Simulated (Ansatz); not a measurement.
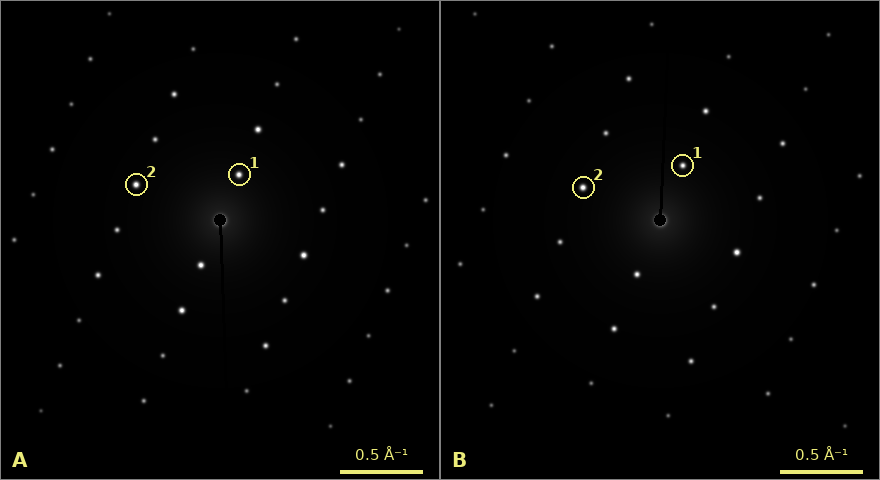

Kinematic electron diffraction patterns (120 kV, B = 0.5 Å², same scale) along [110] of the run's own cell, for the start and the end of one relaxation of RhO with DFT PBE, scalar-relativistic, plane waves, PAW (Ansatz 0.2.0). k mesh 22×22×16. The start is a generated model structure, and the relaxation ends in the nearest stationary point of its symmetry, not necessarily the ground state. Spot 1 is 0 0 -1 and spot 2 is -1 1 0 in both.

Start structure:

```yaml
crystal:
  lattice:
    - [2.53410, 0.00000, 0.00000]
    - [0.00000, 2.53410, 0.00000]
    - [0.00000, 0.00000, 3.32148]
  atoms:
    - { symbol: Rh, position: [0.50000, 0.50000, 0.50000] }
    - { symbol: O, position: [0.00000, 0.00000, 0.00000] }
```

Question: Which pattern belongs to the start structure, and which to the relaxed one?

Answer: A is the start: its cell gives d(1) = 3.321 Å, d(2) = 1.792 Å and an angle of 90.0°. B is the relaxed structure, with d(1) = 2.760 Å (-16.9 %), d(2) = 1.952 Å (+8.9 %) and 90.0°.

Question: Name reflections whose intensity changes strongly on relaxation.

Answer: 0 0 3 goes from 10 to 4.7 % of the strongest spot; 0 0 2 goes from 85 to 47 % of the strongest spot.

Question: Summarise the relaxation behind the change.

Answer: The volume changed by -1.4 % to 10.51 Å³ an atom; the fractional coordinates hardly changed; the space group went from P4/mmm (No. 123) to Pm-3m (No. 221); the free energy fell by 250 meV an atom. Relaxed cell: a = 2.760 Å, b = 2.760 Å, c = 2.760 Å, α = 90.00°, β = 90.00°, γ = 90.00°.
